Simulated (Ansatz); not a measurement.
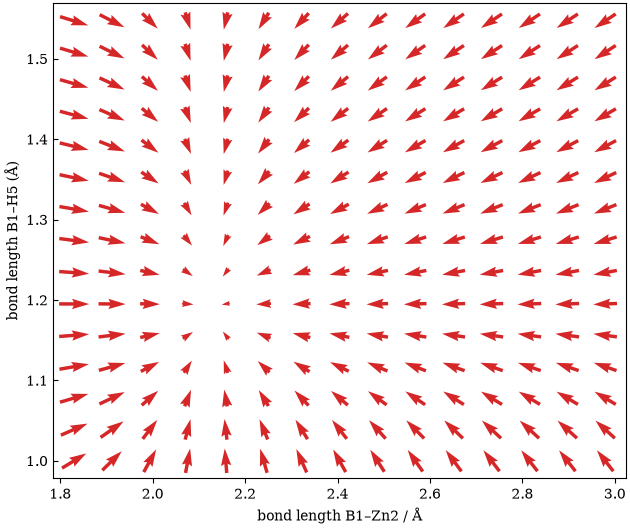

BClH2Zn, SMILES [BH2][Zn][Cl]. 
- The first coordinate is: bond length B1–Zn2; the second: bond length B1–H5.
- Nothing is relaxed (all other coordinates rigid).
- Grid: 15 × 15 points.
- Points are written as (first, second).
- Theory: Ansatz 0.2.0, RHF/def2-TZVP.

In the figure: arrows along the force (downhill), their lengths compressed.

Question: The arrows alone are given. Where is the energy lowest?

Answer: The arrows converge at about (2.128 Å, 1.190 Å) (read from the interpolated surface).

The energy map of the same scan:

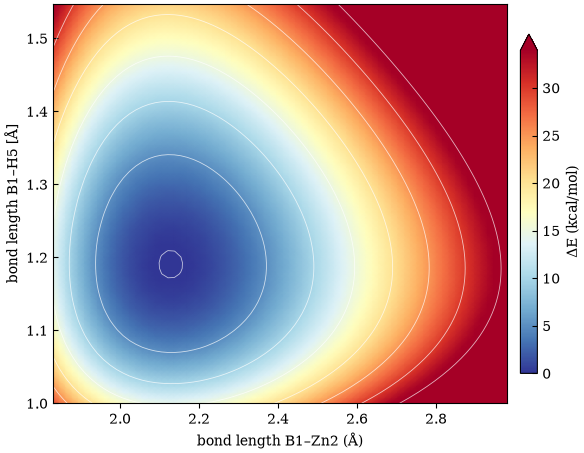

Energies are in kcal/mol, from the lowest grid point; between grid points the surface is interpolated.
